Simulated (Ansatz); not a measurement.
## Convergence study of the k-point mesh for a (110) slab of Bi (cut from a parent of space group no. 229; 4 atoms in the cell)

```yaml
crystal:
  lattice:
    - [3.44223, 0.00000, 0.00000]
    - [-4.58964, 3.24537, 0.00000]
    - [0.00000, 0.00000, 22.43172]
  atoms:
    - { symbol: Bi, position: [0.00000, 0.25000, 0.31206] }
    - { symbol: Bi, position: [0.00000, 0.75000, 0.43735] }
    - { symbol: Bi, position: [0.00000, 0.25000, 0.56264] }
    - { symbol: Bi, position: [0.00000, 0.75000, 0.68794] }
```

Level of theory: PBEsol, default PAW files made with PBE (plane waves; Ansatz, a quantum-chemistry and plane-wave program).

Base settings: basis.ecutwfc = 420 eV; kpoints.mp_grid.grid = 9 9 1; hamiltonian.xc = pbesol; hamiltonian.pseudopotentials = {kind: paw} (the program's default PAW files); scf.occupations.method = gaussian; scf.occupations.width = 0.1 eV.

Only quantities that move along the ladder and can be compared are tabulated.

The count of work is k-points × plane waves × bands × iterations; it is no time. Core times come from one kind of shared machine, to one figure; runs under 30 s give none.

The starting cell comes from a database of computed structures (which also holds hypothetical and non-ambient phases and stackings), without a prior relaxation at this level. The slab is cut from that crystal, and its faces are unrelaxed. Its lattice was rescaled by up to half a per cent.

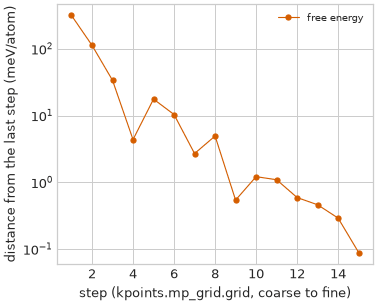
Distance from the last step along the ladder; very small values are drawn at a floor.

```tsv
kpoints.mp_grid.grid	free energy less the last step's (meV/atom)	largest difference of a force vector from the last step's (eV/Å)	count of work / last	core time / last (rough)
3 3 1	-315.20	0.317	0.011	–
4 4 1	112.62	0.403	0.015	–
5 5 1	33.71	0.316	0.019	–
6 6 1	-4.36	0.157	0.028	–
7 7 1	17.62	0.134	0.030	–
9 9 1	-10.35	0.050	0.054	–
10 10 1	-2.69	0.059	0.067	–
12 12 1	4.93	0.062	0.093	–
14 14 1	0.54	0.029	0.12	–
16 16 1	-1.22	0.002	0.16	–
19 19 1	1.09	0.007	0.22	0.4
22 22 1	-0.59	0.009	0.29	0.4
26 26 1	0.46	0.002	0.40	0.6
31 31 1	0.29	0.006	0.55	0.8
36 36 1	-0.09	0.003	0.74	0.9
42 42 1	0.00	0.000	1.0	1
```

Coarsest kpoints.mp_grid.grid that holds the forces within 0.02 eV/Å of the last step, with all finer ones: 16 16 1, at 0.16 of the last step's count of work; the step before is off by 0.029 eV/Å.

Coarsest kpoints.mp_grid.grid that holds the free energy within 1 meV/atom of the last step, with all finer ones: 22 22 1, at 0.29 of the last step's count of work and about 0.4 of the last step's time; the step before is off by 1.1 meV/atom.

Keys are those of Ansatz 0.2.
